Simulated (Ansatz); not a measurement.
# H$_{2}$Si$_{2}$ (charge −1, quartet): what the fields show

Input

```
crystal:
  periodic: [false, false, false]
  atoms:
    - {symbol: Si, position_ang: [0.415719, -1.196368, -0.048130]}
    - {symbol: Si, position_ang: [-0.746790, 0.759558, 0.686892]}
    - {symbol: H, position_ang: [1.900508, -0.814808, -0.126693]}
    - {symbol: H, position_ang: [-1.569437, 1.251618, -0.512060]}
basis:
  gaussian: {orbitals: def2-TZVPD, initial_orbitals: start.molden}
total_charge: -1
magnetization: {spin_polarized: true, initial_magnetization: 3}
hamiltonian: {xc: pbe0, dispersion: d4}
output: {orbitals: {seedname: orbitals}}
```

Run with:

```sh
ansatz run in.yaml --threads 4 --pin off --events-out ev --progress --plain --max-ram 3916MiB
```

Geometry: r2SCAN-D4/def2-TZVPD; the highest occupied orbital lies above zero, a sign that basis and functional describe the outermost electron poorly.

Computed with Ansatz 0.2.0, UKS PBE0-D4/def2-TZVPD.

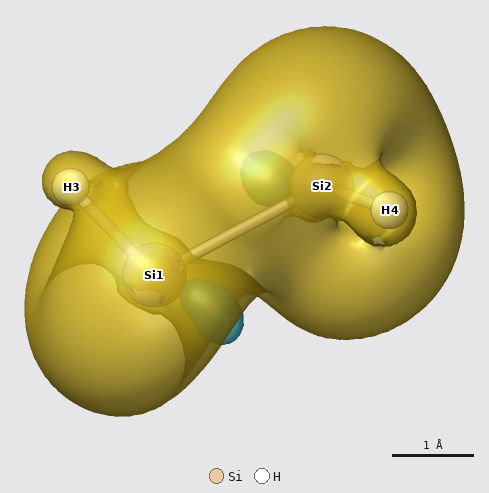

Figure 1. Isosurfaces of the spin density at +0.02 (yellow) and −0.02 e/Å³ (cyan), seen at an oblique angle.

Q: Describe the spin distribution.

A: The unpaired spin (3 electrons) lies mostly on Si1 (about 1.4), Si2 (about 1.4), H3 (about 0.1) and H4 (about 0.1), in electrons by Hirshfeld's partition.

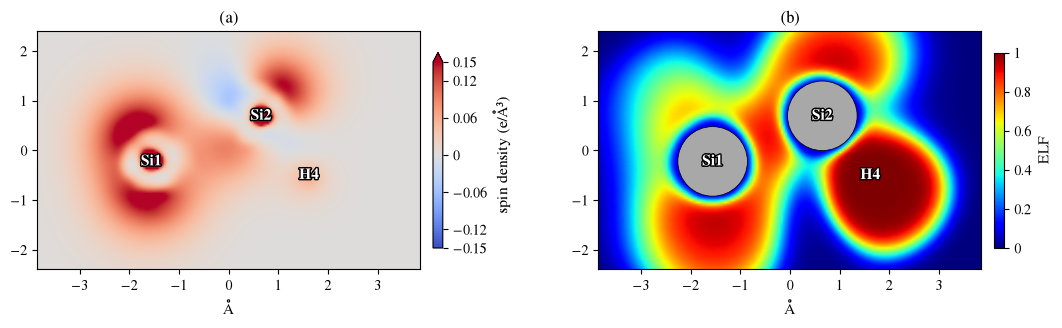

Figure 2. (a) spin density; (b) electron localisation function on the plane of atoms Si1, Si2 and H4. Grey discs cover the atomic cores in the ELF map.

Q: Interpret the plot.

A: The section cuts through Si and H sites. Si–Si (2.39 Å): the ELF peaks at about 0.90 between the atoms; localised, covalent bonding. Si–H (1.54 Å): the ELF climbs to about 1 towards the hydrogen, as it does in any bond to H. The ELF also peaks beside Si1 and Si2, away from the bonds: non-bonding electrons, paired or unpaired.

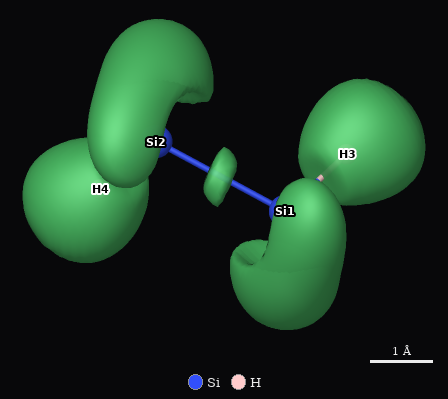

Figure 3. Isosurface of the electron localisation function at 0.85 (green), seen across its widest extent. Core shells and regions of very low density are left out.

Q: What do the ELF domains correspond to?

A: The surface consists of one region between bonded Si–Si atoms (shared pairs), two regions around hydrogen nuclei and two lobes on Si, pointing away from the bonds (non-bonding electrons).

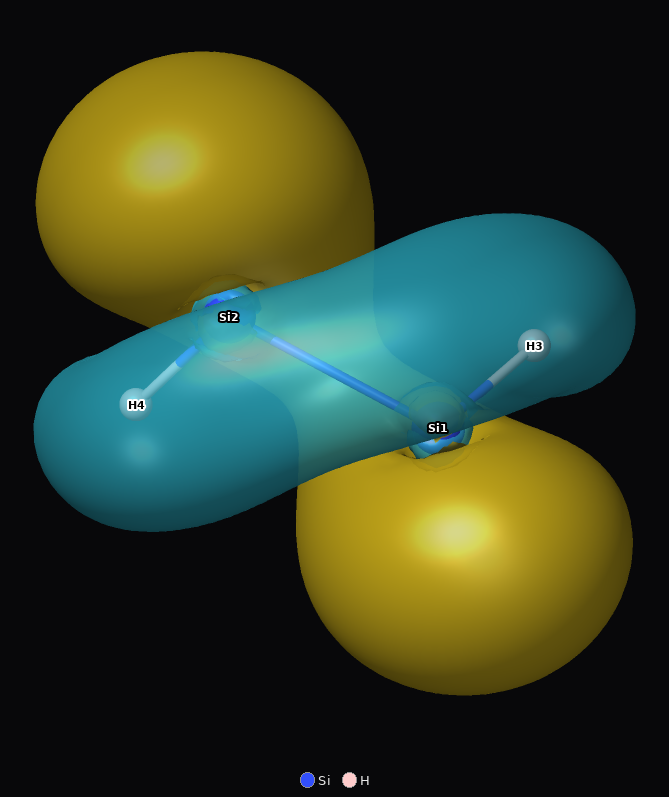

Figure 4. The HOMO−1 (α) at ±0.05 Å⁻³ᐟ² (yellow and cyan are the two phases), seen across its widest extent.

Q: Where does this orbital lie, and at what energy?

A: Its weight (Hirshfeld) is mainly on Si1 (about 45 %) and Si2 (about 45 %). Its energy is −0.20 eV.
